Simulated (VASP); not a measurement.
# Bi2Se3 (Paraguanajuatite): convergence with the plane-wave cutoff and PAW data sets, part 2 of 3

Aim: find what the plane-wave cutoff and PAW data sets change for Bi2Se3 (Paraguanajuatite), and what they cost. The series runs use PBE. The start is a cell from a database of measured crystal structures.

VASP 6.6.1, plane waves and PAW; the level of theory is named at each step.

Still holding for the runs below: Spin-orbit coupling is off here; with elements this heavy it splits and shifts levels by tenths of an eV or more.

So far. Step 6 (Plane-wave cutoff: ENCUT = 280): Against the run before the energy moves by -1.54 meV an atom and the pressure by +0.60 GPa, after 14 cycles in 8.8 s.

## 7. Plane-wave cutoff: ENCUT = 320

Level of this step: PBE; plane waves and PAW (Bi_d, Se) (VASP).

INCAR reads:

```
SYSTEM = Bi2Se3
PREC = Accurate
ENCUT = 320
EDIFF = 1E-06
NELM = 100
ISMEAR = -1
SIGMA = 0.05
LREAL = .FALSE.
ALGO = Normal
GGA = PE
NBANDS = 30
LORBIT = 11
LWAVE = .FALSE.
LCHARG = .FALSE.
KPAR = 4
ISIF = 2
```

POSCAR reads:

```
Bi2Se3
1.0
   -4.1430000000      0.0000000000      0.0000000000
    2.0715000000     -3.5879432479      0.0000000000
    2.0715000000      1.1959810826      9.5453333333
Bi Se
2 3
Direct
    0.8016000000      0.4008000000      0.2024000000
    0.1984000000      0.5992000000      0.7976000000
    0.0000000000      0.0000000000      0.0000000000
    0.4234000000      0.2117000000      0.6351000000
    0.5766000000      0.7883000000      0.3649000000
```

KPOINTS reads:

```
Automatic mesh
0
Gamma
7 7 7
0 0 0
```

PAW data sets: Bi_d and Se (PBE family, release 64).

Command:

```sh
> mpirun -np 4 vasp_std
```

Log:

```text
[... set-up lines as in an earlier step ...]
 entering main loop
       N       E                     dE             d eps       ncg     rms          rms(c)
DAV:   1     0.390933210115E+03    0.39093E+03   -0.17928E+04  2648   0.118E+03
DAV:   2     0.207290623912E+02   -0.37020E+03   -0.35747E+03  2922   0.350E+02
DAV:   3    -0.194470115147E+02   -0.40176E+02   -0.38525E+02  3410   0.132E+02
DAV:   4    -0.208953131295E+02   -0.14483E+01   -0.14411E+01  3126   0.269E+01
[...]
DAV:  12    -0.201471391825E+02   -0.29290E-04   -0.49884E-05  2884   0.349E-02    0.700E-03
DAV:  13    -0.201471410101E+02   -0.18276E-05   -0.44454E-06  2826   0.186E-02    0.423E-03
DAV:  14    -0.201471409806E+02    0.29515E-07   -0.85558E-07  1662   0.641E-03
   1 F= -.20147141E+02 E0= -.20147003E+02  d E =-.275462E-03
```

The job ended after 10 s (4 MPI ranks of Intel Xeon 6975P-C (Granite Rapids), shared host; peak memory 0.84 GiB).

OUTCAR, selected parts (step 7):

```text
  Total        1.9942549      1.9942549      2.0105775      0.0000000     -0.0000000     -0.0000000
  in kB       22.5185103     22.5185103     22.7028197      0.0000000     -0.0000000     -0.0000000
  external PRESSURE =      22.5799467 kB  Pullay stress =       0.0000000 kB

 POSITION                                       TOTAL-FORCE (eV/Angst)
 -----------------------------------------------------------------------------------
     -2.07150     -1.19598      1.93198         0.000000      0.000000     -0.175030
      2.07150     -1.19598      7.61336        -0.000000     -0.000000      0.175030
      0.00000      0.00000      0.00000         0.000000      0.000000      0.000000
      0.00000     -0.00000      6.06224         0.000000      0.000000     -0.179697
      0.00000     -2.39196      3.48309         0.000000     -0.000000      0.179697
 -----------------------------------------------------------------------------------
    total drift:                                0.000000      0.000000      0.000000

  FREE ENERGIE OF THE ION-ELECTRON SYSTEM (eV)
  ---------------------------------------------------
  free  energy   TOTEN  =       -20.1471409806 eV

  energy  without entropy=      -20.1468655184  energy(sigma->0) =      -20.14700325

[... 1 part as in an earlier step ...]

[... 2 further parts left out ...]
[key lines of the parts left out:]
E-fermi :   5.0770
```

Against the run before the energy moves by -0.21 meV an atom and the pressure by -0.23 GPa, after 14 cycles in 10 s.

## 8. Plane-wave cutoff: ENCUT = 390

Edit INCAR of step 7 so:

```diff
@@ -2,3 +2,3 @@
 PREC = Accurate
-ENCUT = 320
+ENCUT = 390
 EDIFF = 1E-06
```

POSCAR is that of step 7.

KPOINTS is that of step 7.

Command:

```sh
> mpirun -np 4 vasp_std
```

Log:

```text
[... set-up lines as in an earlier step ...]
 entering main loop
       N       E                     dE             d eps       ncg     rms          rms(c)
DAV:   1     0.423995738761E+03    0.42400E+03   -0.19832E+04  2640   0.136E+03
DAV:   2     0.273750433922E+02   -0.39662E+03   -0.38321E+03  2814   0.380E+02
DAV:   3    -0.190834849984E+02   -0.46459E+02   -0.44593E+02  3464   0.145E+02
DAV:   4    -0.208750219466E+02   -0.17915E+01   -0.17808E+01  3002   0.301E+01
[...]
DAV:  12    -0.201512961422E+02   -0.30398E-04   -0.51411E-05  2880   0.359E-02    0.727E-03
DAV:  13    -0.201512978447E+02   -0.17025E-05   -0.41972E-06  2846   0.179E-02    0.411E-03
DAV:  14    -0.201512978529E+02   -0.82600E-08   -0.91129E-07  1698   0.637E-03
   1 F= -.20151298E+02 E0= -.20151161E+02  d E =-.274658E-03
```

The job ended after 21 s (4 MPI ranks; peak memory 1.1 GiB).

From OUTCAR (step 8):

```text
  Total        2.2039751      2.2039751      2.2213755      0.0000000     -0.0000000     -0.0000000
  in kB       24.8866057     24.8866057     25.0830859      0.0000000     -0.0000000     -0.0000000
  external PRESSURE =      24.9520991 kB  Pullay stress =       0.0000000 kB

 POSITION                                       TOTAL-FORCE (eV/Angst)
 -----------------------------------------------------------------------------------
     -2.07150     -1.19598      1.93198        -0.000000      0.000000     -0.176033
      2.07150     -1.19598      7.61336         0.000000     -0.000000      0.176033
      0.00000      0.00000      0.00000         0.000000     -0.000000      0.000000
      0.00000     -0.00000      6.06224         0.000000      0.000000     -0.179248
      0.00000     -2.39196      3.48309        -0.000000     -0.000000      0.179248
 -----------------------------------------------------------------------------------
    total drift:                                0.000000      0.000000      0.000000

  FREE ENERGIE OF THE ION-ELECTRON SYSTEM (eV)
  ---------------------------------------------------
  free  energy   TOTEN  =       -20.1512978529 eV

  energy  without entropy=      -20.1510231951  energy(sigma->0) =      -20.15116052

[... 1 part as in an earlier step ...]

[... 2 further parts left out ...]
[key lines of the parts left out:]
E-fermi :   5.0776
```

Against the run before the energy moves by -0.83 meV an atom and the pressure by +0.24 GPa, after 14 cycles in 21 s.

## 9. Plane-wave cutoff: ENCUT = 490

Edit INCAR of step 8 so:

```diff
@@ -2,3 +2,3 @@
 PREC = Accurate
-ENCUT = 390
+ENCUT = 490
 EDIFF = 1E-06
```

POSCAR is that of step 8.

KPOINTS is that of step 8.

Command:

```sh
> mpirun -np 4 vasp_std
```

Log:

```text
[... set-up lines as in an earlier step ...]
 entering main loop
       N       E                     dE             d eps       ncg     rms          rms(c)
DAV:   1     0.461900663827E+03    0.46190E+03   -0.22431E+04  2640   0.160E+03
DAV:   2     0.336091394066E+02   -0.42829E+03   -0.41494E+03  2758   0.417E+02
DAV:   3    -0.186152919702E+02   -0.52224E+02   -0.49559E+02  3462   0.154E+02
DAV:   4    -0.208631251432E+02   -0.22478E+01   -0.22289E+01  3070   0.328E+01
[...]
DAV:  12    -0.201528822242E+02   -0.29814E-04   -0.51520E-05  2936   0.364E-02    0.749E-03
DAV:  13    -0.201528839050E+02   -0.16808E-05   -0.44300E-06  2818   0.183E-02    0.408E-03
DAV:  14    -0.201528839169E+02   -0.11932E-07   -0.92366E-07  1716   0.651E-03
   1 F= -.20152884E+02 E0= -.20152747E+02  d E =-.274505E-03
```

Run time: 23 s. Hardware: 4 MPI ranks; peak memory 1.2 GiB.

Parts of OUTCAR (step 9):

```text
  Total        2.2759855      2.2759855      2.2933791      0.0000000     -0.0000000     -0.0000000
  in kB       25.6997247     25.6997247     25.8961283      0.0000000     -0.0000000     -0.0000000
  external PRESSURE =      25.7651926 kB  Pullay stress =       0.0000000 kB

 POSITION                                       TOTAL-FORCE (eV/Angst)
 -----------------------------------------------------------------------------------
     -2.07150     -1.19598      1.93198         0.000000      0.000000     -0.176979
      2.07150     -1.19598      7.61336        -0.000000     -0.000000      0.176979
      0.00000      0.00000      0.00000         0.000000     -0.000000     -0.000000
      0.00000     -0.00000      6.06224         0.000000      0.000000     -0.179599
      0.00000     -2.39196      3.48309        -0.000000     -0.000000      0.179599
 -----------------------------------------------------------------------------------
    total drift:                                0.000000      0.000000      0.000000

  FREE ENERGIE OF THE ION-ELECTRON SYSTEM (eV)
  ---------------------------------------------------
  free  energy   TOTEN  =       -20.1528839169 eV

  energy  without entropy=      -20.1526094117  energy(sigma->0) =      -20.15274666

[... 1 part as in an earlier step ...]

[... 2 further parts left out ...]
[key lines of the parts left out:]
E-fermi :   5.0776
```

Against the run before the energy moves by -0.32 meV an atom and the pressure by +0.08 GPa, after 14 cycles in 23 s.

## 10. The plane-wave cutoff series as a table

This step: convergence of PBE results with the cutoff; plane waves and PAW (VASP 6.6.1).

This step runs nothing: it gathers the runs above.

Differences are taken from the run with ENCUT = 490. Results of the series, by row:

| setting | status | energy less the reference (meV/atom) | pressure (GPa) | largest force difference (meV/Å) | gap (eV) | SCF cycles | wall time (s) |
| --- | --- | --- | --- | --- | --- | --- | --- |
| ENCUT = 150 | converged | 2413 | -143.6 | 39.03 | 0.2195 | 14 | 6.8 |
| ENCUT = 180 | converged | 290.7 | -32.17 | 27.55 | 0.218 | 13 | 5.6 |
| ENCUT = 220 | converged | 16.15 | -0.9831 | 8.021 | 0.214 | 14 | 8.6 |
| ENCUT = 240 | converged | 2.894 | 1.893 | 4.182 | 0.2135 | 14 | 8.4 |
| ENCUT = 280 | converged | 1.358 | 2.491 | 2.454 | 0.2134 | 14 | 8.8 |
| ENCUT = 320 | converged | 1.149 | 2.258 | 1.949 | 0.214 | 14 | 10.4 |
| ENCUT = 390 | converged | 0.3172 | 2.495 | 0.946 | 0.2145 | 14 | 21 |
| ENCUT = 490 | converged | 0 | 2.577 | 0 | 0.2146 | 14 | 23 |

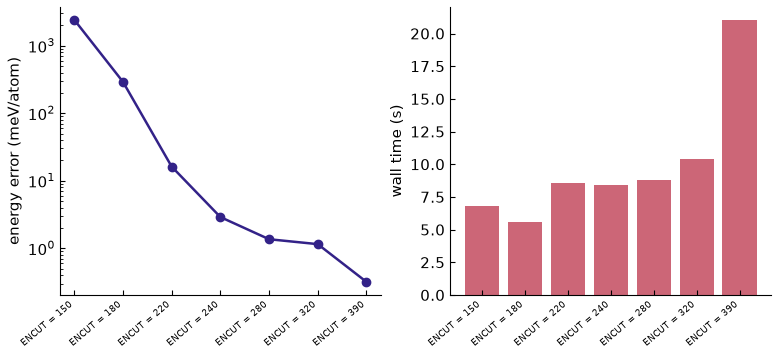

The energy error in size, against the reference run (errors under 0.01 are drawn at 0.01), and the wall time by setting.

## 11. PAW data sets: minimal 64: Bi Se

This step: PBE; plane waves and PAW (Bi, Se) (VASP 6.6.1).

Data sets differ in which electrons are valence and how hard the partial waves are.

Edit INCAR of step 9 so:

```diff
@@ -2,3 +2,3 @@
 PREC = Accurate
-ENCUT = 490
+ENCUT = 400
 EDIFF = 1E-06
@@ -10,3 +10,3 @@
 GGA = PE
-NBANDS = 30
+NBANDS = 20
 LORBIT = 11
```

POSCAR is that of step 9.

KPOINTS is that of step 9.

PAW data sets: Bi and Se (PBE family, release 64).

Command:

```sh
> mpirun -np 4 vasp_std
```

Log:

```text
[... set-up lines as in an earlier step ...]
 entering main loop
       N       E                     dE             d eps       ncg     rms          rms(c)
DAV:   1     0.118266104115E+03    0.11827E+03   -0.93959E+03  1760   0.936E+02
DAV:   2    -0.106100344520E+02   -0.12888E+03   -0.12536E+03  2440   0.159E+02
DAV:   3    -0.207211948841E+02   -0.10111E+02   -0.10002E+02  2136   0.493E+01
DAV:   4    -0.209458876323E+02   -0.22469E+00   -0.22434E+00  2468   0.779E+00
DAV:   5    -0.209481427865E+02   -0.22552E-02   -0.22548E-02  2196   0.696E-01    0.669E+00
DAV:   6    -0.201411058799E+02    0.80704E+00   -0.19668E+00  1840   0.620E+00    0.374E+00
DAV:   7    -0.201422122965E+02   -0.11064E-02   -0.41918E-01  2012   0.324E+00    0.233E+00
DAV:   8    -0.201504852234E+02   -0.82729E-02   -0.56045E-02  2100   0.118E+00    0.775E-01
DAV:   9    -0.201502406688E+02    0.24455E-03   -0.49154E-03  2316   0.536E-01    0.198E-01
DAV:  10    -0.201504100890E+02   -0.16942E-03   -0.21426E-03  1924   0.269E-01    0.966E-02
DAV:  11    -0.201503963330E+02    0.13756E-04   -0.29008E-04  2092   0.942E-02    0.479E-02
DAV:  12    -0.201504176831E+02   -0.21350E-04   -0.65256E-05  1924   0.492E-02    0.121E-02
DAV:  13    -0.201504193030E+02   -0.16199E-05   -0.58409E-06  1960   0.123E-02    0.695E-03
DAV:  14    -0.201504212376E+02   -0.19346E-05   -0.23150E-06  1656   0.880E-03    0.221E-03
DAV:  15    -0.201504209731E+02    0.26449E-06   -0.33742E-07  1040   0.337E-03
   1 F= -.20150421E+02 E0= -.20150281E+02  d E =-.280157E-03
```

It took 11 s on 4 MPI ranks; peak memory 1 GiB; 42 s of CPU time.

Parts of OUTCAR (step 11):

```text
   k-points           NKPTS =     44   k-points in BZ     NKDIM =     44   number of bands    NBANDS=     20

   ENCUT  =  400.0 eV  29.40 Ry    5.42 a.u.   6.76  6.76 16.05*2*pi/ulx,y,z

   NELECT =      28.0000    total number of electrons

 E-fermi :   4.5310

 k-point     1 :       0.0000    0.0000    0.0000
  band No.  band energies     occupation
    ...
     10       2.5466      2.00000
     11       2.5466      2.00000
     12       3.2075      2.00000
     13       3.2075      2.00000
     14       4.4238      1.79044
     15       4.6359      0.21877
     16       5.8165      0.00000
     17       5.8165      0.00000
     18       6.5471      0.00000
     19       7.1373      0.00000
    ...

  Total        2.2382823      2.2382823      2.2464477     -0.0000000     -0.0000000     -0.0000000
  in kB       25.2739917     25.2739917     25.3661931     -0.0000000     -0.0000000     -0.0000000
  external PRESSURE =      25.3047255 kB  Pullay stress =       0.0000000 kB

 POSITION                                       TOTAL-FORCE (eV/Angst)
 -----------------------------------------------------------------------------------
     -2.07150     -1.19598      1.93198         0.000000      0.000000     -0.202548
      2.07150     -1.19598      7.61336        -0.000000     -0.000000      0.202548
      0.00000      0.00000      0.00000         0.000000     -0.000000      0.000000
      0.00000     -0.00000      6.06224        -0.000000      0.000000     -0.187196
      0.00000     -2.39196      3.48309         0.000000     -0.000000      0.187196
 -----------------------------------------------------------------------------------
    total drift:                                0.000000      0.000000      0.000000

  FREE ENERGIE OF THE ION-ELECTRON SYSTEM (eV)
  ---------------------------------------------------
  free  energy   TOTEN  =       -20.1504209731 eV

  energy  without entropy=      -20.1501408160  energy(sigma->0) =      -20.15028089

[... 4 parts as in an earlier step ...]

[... 11 further parts left out ...]
```

The data set Bi keeps the semicore shell frozen, which is cheaper and a little less accurate.

Numbers from this step:

* SCF cycles: 15
* electrons: 28
* bands: 20
* Fermi energy: 4.531 eV
* pressure: 2.530 GPa
* gap on the k-mesh: 0.2121 eV
* least direct gap on the k-mesh: 0.2121 eV

The series starts at -4.0301 eV an atom and 2.53 GPa, after 15 cycles in 11 s.

## 12. PAW data sets: recommended 64: Bi d Se

This step: PBE; plane waves and PAW (Bi_d, Se) (VASP 6.6.1).

Edit INCAR of step 11 so:

```diff
@@ -10,3 +10,3 @@
 GGA = PE
-NBANDS = 20
+NBANDS = 30
 LORBIT = 11
```

POSCAR is that of step 11.

KPOINTS is that of step 11.

Potentials, in the order of the species: Bi_d and Se (PBE family, release 64).

Command:

```sh
> mpirun -np 4 vasp_std
```

Log:

```text
[... set-up lines as in an earlier step ...]
 entering main loop
       N       E                     dE             d eps       ncg     rms          rms(c)
DAV:   1     0.426635580796E+03    0.42664E+03   -0.20160E+04  2640   0.138E+03
DAV:   2     0.289059406978E+02   -0.39773E+03   -0.38424E+03  2778   0.381E+02
DAV:   3    -0.188969620530E+02   -0.47803E+02   -0.45242E+02  3476   0.145E+02
DAV:   4    -0.208682661531E+02   -0.19713E+01   -0.19533E+01  2996   0.308E+01
[...]
DAV:  12    -0.201520757833E+02   -0.30164E-04   -0.51676E-05  2906   0.360E-02    0.737E-03
DAV:  13    -0.201520774730E+02   -0.16897E-05   -0.43146E-06  2824   0.180E-02    0.415E-03
DAV:  14    -0.201520774838E+02   -0.10749E-07   -0.94668E-07  1692   0.655E-03
   1 F= -.20152077E+02 E0= -.20151940E+02  d E =-.274630E-03
```

Run time: 15 s. Hardware: 4 MPI ranks; peak memory 1.1 GiB.

Parts of OUTCAR (step 12):

```text
  Total        2.2342601      2.2342601      2.2520574     -0.0000000     -0.0000000     -0.0000000
  in kB       25.2285741     25.2285742     25.4295366     -0.0000000     -0.0000000     -0.0000000
  external PRESSURE =      25.2955616 kB  Pullay stress =       0.0000000 kB

 POSITION                                       TOTAL-FORCE (eV/Angst)
 -----------------------------------------------------------------------------------
     -2.07150     -1.19598      1.93198         0.000000      0.000000     -0.176023
      2.07150     -1.19598      7.61336        -0.000000     -0.000000      0.176023
      0.00000      0.00000      0.00000        -0.000000      0.000000      0.000000
      0.00000     -0.00000      6.06224        -0.000000      0.000000     -0.179311
      0.00000     -2.39196      3.48309         0.000000     -0.000000      0.179311
 -----------------------------------------------------------------------------------
    total drift:                                0.000000      0.000000      0.000000

  FREE ENERGIE OF THE ION-ELECTRON SYSTEM (eV)
  ---------------------------------------------------
  free  energy   TOTEN  =       -20.1520774838 eV

  energy  without entropy=      -20.1518028535  energy(sigma->0) =      -20.15194017

[... 2 parts as in an earlier step ...]

[... 1 further part left out ...]
[key lines of the parts left out:]
E-fermi :   5.0776
```

With 48 valence electrons the pressure is 2.53 GPa, -0.00 GPa from the first of the series, after 14 cycles in 15 s.

(Continued in part 3 of 3.)

[Lines on the potential files, build, host, timing and source positions are cut from VASP's logs without a mark.]

[Logs are printed without paths, hosts, clocks, repeated set-up lines and the standing remarks that a program may print on its own settings, such as how far it seeks lower states.]

[Hosts, paths, dates, database ids (printed as entryN), source tags and the programs' standing remarks are cut or masked in the printed files.]

[A measured line is paired with the nearest computed mode of its activity, which favours agreement.]
